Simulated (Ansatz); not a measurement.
Single-point calculation, with input and output: C$_{2}$H$_{7}$BrSi

System: C$_{2}$H$_{7}$BrSi.
Method: RKS B3LYP-D4/def2-TZVPP (Ansatz 0.2.0).

The geometry comes from this level: PBE0-D4/def2-TZVP. Figures and captions count atoms from 1; the log counts them from 0 in places.

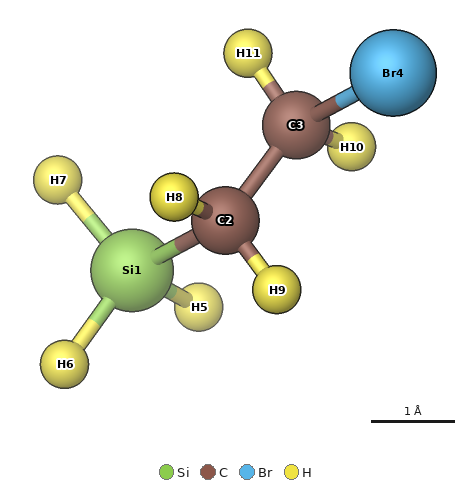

Fig. 1: The structure as given in the input (ball-and-stick view, seen at a tilt; atoms are numbered from 1 in the order of the input). Bond lengths as drawn: Br–C 1.96 Å, C–C 1.51 Å, C–H 1.09 Å, C–Si 1.89 Å and H–Si 1.49 Å.

**Summary**

| quantity | value |
| --- | --- |
| outcome | converged |
| total energy | −80115.2737 eV |
| mean-field energy | −80114.9012 eV |
| dispersion energy | −0.3724 eV |
| SCF solution under orbital rotations | stable |
| HOMO | −7.61 eV |
| LUMO | −0.50 eV |
| largest force (length of the vector) | 0.420 eV/Å |
| dipole moment | 1.64 D |
| hardware | 4 threads of Arm Neoverse V1, 23 GiB of memory available, shared host |
| wall time | 5.5 s (CPU time 19 s) |
| peak memory | 0.76 GiB |

**The input**
```yaml
crystal:
  periodic: [false, false, false]
  atoms:
    - {symbol: Si, position_ang: [0.056338, 1.534911, 0.109228]}
    - {symbol: C, position_ang: [-0.585106, -0.236606, 0.202966]}
    - {symbol: C, position_ang: [0.438977, -1.237827, -0.260479]}
    - {symbol: Br, position_ang: [-0.221808, -3.078153, -0.163955]}
    - {symbol: H, position_ang: [0.424702, 1.874127, -1.291529]}
    - {symbol: H, position_ang: [-0.996387, 2.473052, 0.577282]}
    - {symbol: H, position_ang: [1.263439, 1.689645, 0.964702]}
    - {symbol: H, position_ang: [-0.880398, -0.441977, 1.236079]}
    - {symbol: H, position_ang: [-1.491760, -0.307651, -0.404996]}
    - {symbol: H, position_ang: [0.719824, -1.095780, -1.302720]}
    - {symbol: H, position_ang: [1.337677, -1.230741, 0.354022]}
basis:
  gaussian: {orbitals: def2-TZVPP}
hamiltonian: {xc: {name: B3LYP}, dispersion: d4}
output: {forces: true, orbitals: {seedname: orbitals}}
```

Run as:
```bash
ansatz run in.yaml --threads 4 --pin off --events-out ev --progress --plain --max-ram 10444MiB
```

**What the program printed**
```
Functional definition: B3LYP
  name "B3LYP"
  cite "Stephens, Devlin, Chabalowski & Frisch, J. Phys. Chem. 98, 11623 (1994) doi:10.1021/j100096a001"
  cite "Becke, Phys. Rev. A 38, 3098 (1988) doi:10.1103/PhysRevA.38.3098"
  cite "Lee, Yang & Parr, Phys. Rev. B 37, 785 (1988) doi:10.1103/PhysRevB.37.785"
  cite "Vosko, Wilk & Nusair, Can. J. Phys. 58, 1200 (1980) doi:10.1139/p80-159"
  parameter a0 = 0.2
  parameter ax = 0.72
  parameter ac = 0.81
  exchange = (1 - a0 - ax)*slater_x + ax*b88_x + a0*exact_x
  correlation = (1 - ac)*vwn_rpa_c + ac*lyp_c
1477 factors; their error is unknown
mean field evaluation 1: about -80106.3089 eV, gradient 6.0e1 eV
mean field evaluation 2: about -80095.2058 eV, gradient 8.5e1 eV
mean field evaluation 4: about -80114.5216 eV, gradient 4.1e0 eV
mean field evaluation 8: about -80114.5605 eV, gradient 3.7e-2 eV
mean field evaluation 16: about -80114.9010 eV, gradient 1.7e-4 eV
mean field -80114.90096436 eV, -2944.1683066101 hartree, gradient 4.5e-5 eV, S^2 0.000000; 0 other end points of the search recorded, 0 dependent functions left out
the calculation of the forces begins
reference -80114.90124829 eV, -2944.1683170440 hartree; 34, 34 occupied and 216, 216 virtual orbitals, 1477 factors
Total energy: -80115.27367180 eV, -2944.1820033556 hartree
Atom 0 at     0.056338     1.534911     0.109228 Å, force     0.048551     0.183480    -0.003090 eV/Å
Atom 1 at    -0.585106    -0.236606     0.202966 Å, force    -0.170229     0.075631     0.069708 eV/Å
Atom 2 at     0.438977    -1.237827    -0.260479 Å, force     0.297253     0.209809    -0.093808 eV/Å
Atom 3 at    -0.221808    -3.078153    -0.163955 Å, force    -0.124527    -0.401201     0.013676 eV/Å
Atom 4 at     0.424702     1.874127    -1.291529 Å, force    -0.022158    -0.019886     0.088269 eV/Å
Atom 5 at    -0.996387     2.473052     0.577282 Å, force     0.066393    -0.051650    -0.028894 eV/Å
Atom 6 at     1.263439     1.689645     0.964702 Å, force    -0.075098    -0.008165    -0.054483 eV/Å
Atom 7 at    -0.880398    -0.441977     1.236079 Å, force     0.007107     0.004431    -0.063027 eV/Å
Atom 8 at    -1.491760    -0.307651    -0.404996 Å, force     0.046626    -0.004265     0.042979 eV/Å
Atom 9 at     0.719824    -1.095780    -1.302720 Å, force    -0.009945     0.000093     0.086661 eV/Å
Atom 10 at     1.337677    -1.230741     0.354022 Å, force    -0.063973     0.011724    -0.057991 eV/Å
Dipole moment:     0.051017     0.337450     0.008378 e Å
```

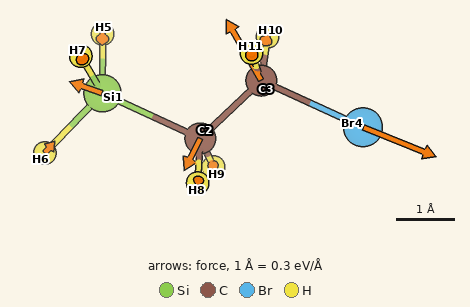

Fig. 2: Forces on the atoms as orange arrows (ball-and-stick view, seen at a tilt; atoms are numbered from 1 in the order of the input). The largest act on Br4 (0.42 eV/Å); C3 (0.38 eV/Å); C2 (0.20 eV/Å); Si1 (0.19 eV/Å). The geometry is not a stationary point of this energy.

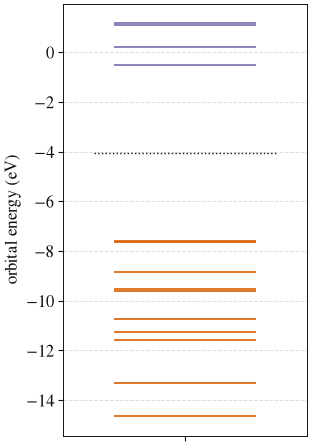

Fig. 3: Orbital energies near the frontier; the dotted line parts filled from empty levels, and levels within 0.02 eV of each other stand side by side. Highest filled −7.61 eV, lowest empty −0.50 eV, 7.11 eV apart.

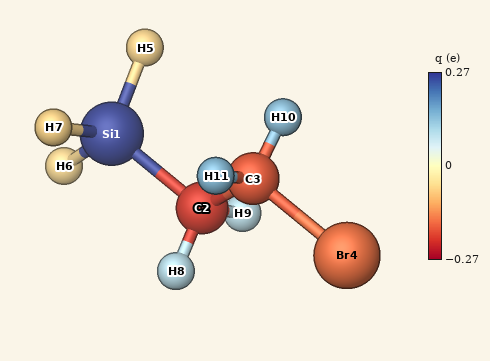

Fig. 4: Mulliken charges, as the colour of each atom (ball-and-stick view, seen at a tilt; atoms are numbered from 1 in the order of the input). By element: Si +0.26, C −0.21 to −0.18, Br −0.15 and H −0.06 to +0.14 e.
